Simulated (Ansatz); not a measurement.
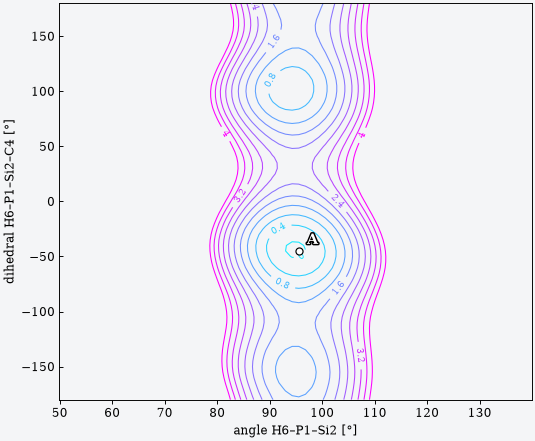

CH3ClNPSi, SMILES P[Si]1(Cl)C=N1. The first coordinate is: angle H6–P1–Si2; the second: dihedral H6–P1–Si2–C4. Nothing is relaxed (all other coordinates rigid). The scan uses a 15 × 15 grid. Points are written as (first, second). All energies are given in kcal/mol relative to the lowest grid point. These are results of RHF/def2-SVP (Ansatz), not measurements.

Drawn: contour lines labelled in kcal/mol (none above 4), the point A. Between grid points the surface is interpolated.

> What is the easiest way out of the well at A, and how high is the barrier?

The easiest path leads from the well at about (96°, −45°) to the well at about (94°, 100°), about 0.58 kcal/mol higher (on a rigid scan; wells that are mirror images or exchange like atoms can differ by this much). Its highest point lies about 1.5 kcal/mol above the bottom of the first well on the interpolated surface, at (94.9°, −108°). Seen from the upper well the barrier is about 0.91 kcal/mol. The start is the relaxed structure and all else is held, so a fully relaxed path at this level can only be lower. On the way the path dips through a shallower well, about 0.46 kcal/mol deep.

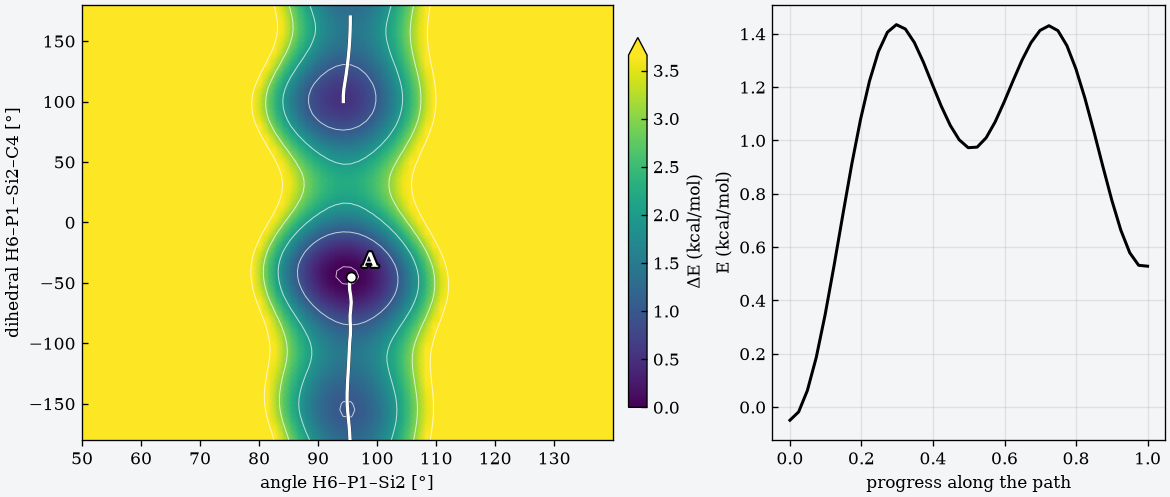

In the figure: a smooth colour map with a few white contour lines, a line along the lowest path, one colour for all values above the top of the scale, the energy along the path at the right. Between grid points the surface is interpolated.
